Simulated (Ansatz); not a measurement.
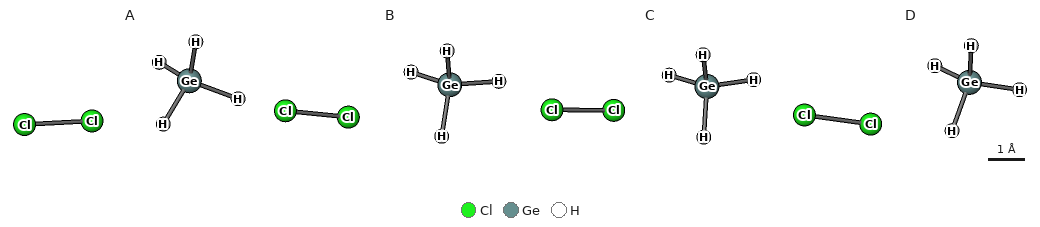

4 geometries from one relaxation of GeH4Cl2 (coarse preliminary run), in shuffled order. The picture is a ball-and-stick view, seen at a tilt.

Computed with Ansatz, RKS PBE-D4/def2-SVP. (force threshold 0.03 eV/Å; at most 250 steps)

Q: Put them in the order of the run, from the start to the converged end.

A: C, B, D, A. They are steps 0, 2, 5, 9, at +0.328 eV, +0.068 eV, +0.022 eV relative to the last. An H atom moves most after the best rigid fit: 0.70 Å. By element the largest moves are H 0.70 Å, Cl 0.48 Å, Ge 0.19 Å. Near-neighbour distances that change, for instance: Cl–Ge 2.957 → 3.333 Å, Ge–H 1.491 → 1.566 Å, Cl–Cl 2.020 → 2.094 Å, Ge–H 1.480 → 1.549 Å. Among the angles between lasting bonds that change: H–Ge–H 108.5° → 110.5°. After 9 geometry steps the energy has fallen by 0.328 eV. The largest force component goes from 1.3 to 0.024 eV/Å.

Limits of the set-up: the start holds two separate molecules, 2.8 Å apart at their closest, whose relative position is a soft coordinate.
